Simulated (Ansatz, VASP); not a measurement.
# BeTl: VASP beside Ansatz

Aim: how closely do two programs agree when they are given the same cell, functional and k mesh? The cell is invented: As first built, before any earlier steps moved the atoms: it takes the TlHg structure with some of its atoms replaced by other elements, volume scaled by an estimate. It may not be a known or stable phase. The cell comes out of the VASP series on this material, whose earlier steps may have relaxed, scaled or displaced it; both programs get it as it stands.

Calculated with Ansatz 0.2.0; plane waves, with VASP 6.6.1 beside it; zone-centre phonons at RPBE.

### 1. The structure

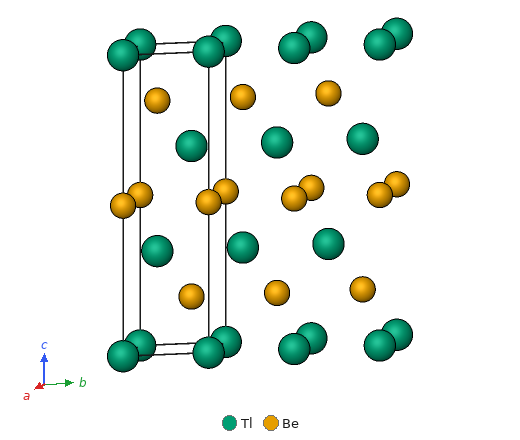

The starting structure, seen slightly off an axis (thallium teal, beryllium orange). 1×3×1 cells are drawn. This picture shows the conventional cell, with its axes. Some periodic images of atoms are drawn too.

### 2. Ansatz: zone-centre phonons, RPBE

Ansatz runs on its default PAW (the set named soft_2) files.

Second derivatives magnify differences that forces hide, and they need a tight electronic threshold.

Contents of input.yaml:

```yaml
crystal:
  lattice:
    - [1.7155791945, 0.9904901065, 3.8279336988]
    - [-1.7155791945, 0.9904901065, 3.8279336988]
    - [0.0, -1.9809802129, 3.8279336988]
  atoms:
    - { symbol: Tl, position: [0.0, 0.0, 0.0] }
    - { symbol: Be, position: [0.5, 0.5, 0.5] }
hamiltonian:
  xc: rpbe
  pseudopotentials: { kind: paw }
kpoints:
  mp_grid: { grid: [9, 9, 9] }
scf:
  occupations: { method: fermi_dirac, width: 0.05 }
phonons:
  method: dfpt
  qpoints: [[0, 0, 0]]
```

Launch:

```
$ ansatz run input.yaml --threads 4 --pin off --max-ram 9216MiB --backend cpu --events-out ev --progress --plain --runs-dir out
```

Numbers of over 12 decimals in the logs are rounded to 6 here.

Log:

```text
Engine: ansatz 0.2.0, aarch64-unknown-linux-gnu
Pseudopotentials: kind: paw
Pseudopotential: Tl, paw, valence charge 13, recommended cutoff 420 eV (normal), Tl.paw.azcp
Pseudopotential: Be, paw, valence charge 2, recommended cutoff 420 eV (normal), Be.paw.azcp
Functional definition: RPBE
  parameter kappa = 0.804
  parameter beta = 0.066725
  exchange = rpbe_x(kappa = kappa, mu = beta*pi^2/3)
  correlation = pbe_c(beta = beta)
Crystal: 2 atoms, lattice volume = 39.028 Å³
Basis set: ecut = 420 eV, 763 PW (Γ), exchange–correlation on 60×60×60 points (8 copies of the dense FFT grid, shifted against one another)
Bands: 12, of which v1, the nominal top of the filled ones, is band 8 counted from 1 (7 counted from 0)
Symmetry: 12 space group operations
k-points: 205 of 729 (irreducible under 2 space group operations, time reversal used)
Non-local potential: Tl, projectors of the file, l = 0: 2, l = 1: 2, l = 2: 2, l = 3: 1
Non-local potential: Be, projectors of the file, l = 0: 2, l = 1: 2, l = 2: 1
PAW form: soft (Blöchl's): semilocal exchange-correlation on the pseudo side does not see the compensation charge
PAW frozen core: Tl, regenerated for the run's functional, and the local potential with it (the file was generated under x = pbe(κ = 0.804, μ = 0.219515), c = pbe(β = 0.066725))
PAW frozen core: Be, regenerated for the run's functional, and the local potential with it (the file was generated under x = pbe(κ = 0.804, μ = 0.219515), c = pbe(β = 0.066725))
PAW one-centre angular grid: Tl, 590 points (default); XC on 64 Gauss nodes
PAW one-centre angular grid: Be, 110 points (default); XC on 64 Gauss nodes
Initial density: superposition of atomic densities (neutral atoms: chi_scale 0, normalization atom), corrected by the library's trained network
Initial wavefunctions: pseudopotential atomic-orbital guess
Functional: x = rpbe, c = pbe(β = 0.066725)
SCF iter   1: F=—  HF=-11551.223264 eV  |F-HF|=—  |Δ(HF+E_count)|=         —  Δρ=3.59e-3  dr2=6.71e-3  ethr=1.77e-3  ⟨swp⟩=6.0  Hψ=15235  notcnv=0
preconditioner: auto → none  [metal: Δε(μ)=0.029 eV  Ē_g=14.039 eV  σ=0.050 eV  W_gap=0.15  n_scr=8 (ndim 8)  ℏωp=23.0 eV  f_vac=0.000  D(μ)=1.07/eV (n_scr^D=8)  sad-step TF]
SCF iter   2: F=—  HF=-11551.221284 eV  |F-HF|=—  |Δ(HF+E_count)|=   1.98e-3  Δρ=1.77e-3  dr2=2.25e-3  ethr=4.48e-5  ⟨swp⟩=1.2  Hψ=4140  notcnv=0
SCF iter   3: F=—  HF=-11551.220992 eV  |F-HF|=—  |Δ(HF+E_count)|=   2.92e-4  Δρ=8.87e-4  dr2=5.08e-4  ethr=1.50e-5  ⟨swp⟩=2.2  Hψ=3077  notcnv=0  defer=1
SCF iter   4: F=—  HF=-11551.220824 eV  |F-HF|=—  |Δ(HF+E_count)|=   1.69e-4  Δρ=1.96e-4  dr2=2.24e-5  ethr=3.39e-6  ⟨swp⟩=2.8  Hψ=3956  notcnv=0
SCF iter   5: F=—  HF=-11551.220819 eV  |F-HF|=—  |Δ(HF+E_count)|=   4.77e-6  Δρ=5.02e-5  dr2=9.25e-7  ethr=1.49e-7  ⟨swp⟩=2.0  Hψ=3927  notcnv=0
SCF iter   6: F=—  HF=-11551.220819 eV  |F-HF|=—  |Δ(HF+E_count)|=   2.64e-7  Δρ=1.71e-5  dr2=1.65e-7  ethr=6.17e-9  ⟨swp⟩=2.2  Hψ=3991  notcnv=0
SCF iter   7: F=—  HF=-11551.220819 eV  |F-HF|=—  |Δ(HF+E_count)|=   5.71e-8  Δρ=3.59e-6  dr2=6.50e-9  ethr=1.10e-9  ⟨swp⟩=2.5  Hψ=3978  notcnv=0
SCF iter   8: F=—  HF=-11551.220819 eV  |F-HF|=—  |Δ(HF+E_count)|=   2.31e-9  Δρ=4.56e-7  dr2=1.16e-10  ethr=4.33e-11  ⟨swp⟩=2.5  Hψ=4032  notcnv=0
SCF iter   9: F=-11551.220819 eV  HF=-11551.220819 eV  |F-HF|=3.64e-12  |Δ(HF+E_count)|=  4.00e-11  Δρ=2.98e-8  dr2=3.77e-13  ethr=1.00e-12  ⟨swp⟩=6.0  Hψ=10241  notcnv=0
SCF 1 converged in 9 iterations: F = -11551.220819 eV  dr2 = 3.77e-13
  greatest PAW one-centre occupation: 0.961 electrons in one spin orbital (limit 2), on the Tl atom at site 0 (counted from 0), in its partial waves of l = 2
DFPT response loops at Γ: preconditioner auto → Kerker (q_TF=auto, 2.326 Å⁻¹) (partly filled bands, converged f_vac=0.000); β = 1.00, the filter's whole step (`scf.mixing.beta` (0.50) is not read by the response loops under this deck's `scf.mixing.preconditioner`; to damp them name `kerker` or `kerker_dos`, under which they read `scf.mixing.beta`, and type it under 1.00, their step now; both keys bind the ground state too); Broyden in place of MSR1
SCF converged after 9 iterations
Free energy (F): -11551.220819 eV
Harris-Foulkes:  -11551.220819 eV  (|F-HF|=3.64e-12)
Internal energy: -11551.212304 eV  (E = F + TS)
E sigma→0 (E₀):  -11551.216561 eV
Entropy (-TS):   -0.008514 eV (-4.257 meV/atom)
Fermi energy:    9.264407 eV
--- Per-component energies (eV) ---
  E_band       = 3.646110
  E_kinetic    = 351.087839
  E_local      = -985.703658  (includes V_loc(G=0)·N_el)
  E_nonlocal   = 320.701436
  E_hartree    = 376.913742
  E_xc         = -248.505343
  E_vxc        = -159.867873  (∫ρ·V_xc dr)
  E_paw        = -10240.853922  (= ΣΔE_a)
  E_vpaw       = -276.399176  (= ΣTr[D̂ρ^β])
  E_aug_tail   = 0.000034  (compensation charges beyond the density's cutoff)
  E_ewald      = -1124.944985
  E_core_change = 0.092552  (= ΣΔE_core)
  E_smearing   = -0.008514  (= −TS)
  E_closure    = 0.000000  (closes the sum)
  Σ components = -11551.220819   (vs F -11551.220819, Δ=0.00e0)
--- Band table (eV; the first three rows and the last of 205) ---
  k-point 0: bands = [... 4 lower, -2.1016, -0.8733, 8.7838, 12.1858, 14.1750, 14.1750, 19.0253, 20.3172]
  k-point 1: bands = [... 4 lower, -2.1146, -0.6438, 8.8984, 12.3976, 13.2671, 14.0724, 18.0098, 19.1698]
  k-point 2: bands = [... 4 lower, -2.1287, 0.0731, 9.1020, 11.0651, 13.2010, 13.8746, 15.9558, 17.4948]
  k-point 204: bands = [... 4 lower, -2.0797, 1.0279, 3.7311, 13.4156, 14.3262, 16.1608, 18.0509, 18.7596]
--- Phonons (Γ-DFPT): 4 representative perturbations + reference, on 205 of 729 k-points (Σ response iterations 12) ---
  k mesh reduced under 2 symmetry operations, with k and −k counted as one. Each operation leaves every solved perturbation unchanged. A smaller set is not used because it would not reduce the number of displacements times k-points to solve
  ASR residual: 4.117e-5 → 0.000e0 eV/Å²; symmetrization residual: 4.612e-6 eV/Å²
  ASR residual per site (eV/Å²): 4.07e-5 4.12e-5
  Γ frequencies (cm⁻¹): 0.00 0.00 0.00 183.69 183.69 361.54
  non-analytic LO–TO correction: not included (Born effective charges unavailable; polar crystals: no LO–TO splitting at Γ)
--- Phonons (arbitrary-q DFPT): 1 explicit q-point ---
  q = [0, 0, 0] (of the zone-centre solve; hermiticity 1.74e-6, symmetrization 5.56e-7): -0.00 0.00 0.00 183.69 183.69 361.54
  sum rule: each row above includes the acoustic sum rule's correction from the zone centre's row sums; it moved no ω² by more than (1.11 cm⁻¹)²
```

It took 12 s on 4 threads of Arm Neoverse V1, shared host; peak memory 0.56 GiB; 44 s of CPU time.

Reading the cycles: dr2 is the Hartree energy of the density residual (eV), the measure of convergence; HF is the Harris–Foulkes estimate of the energy, which meets the free energy F at convergence.

[end of part 1 of 2]

[Lines on the potential files, build, host, timing and source positions are cut from VASP's logs without a mark.]

[Logs are printed without paths, hosts, clocks, repeated set-up lines and the standing remarks that a program may print on its own settings, such as how far it seeks lower states.]

[Hosts, paths, dates, database ids (printed as entryN), source tags and the programs' standing remarks are cut or masked in the printed files.]
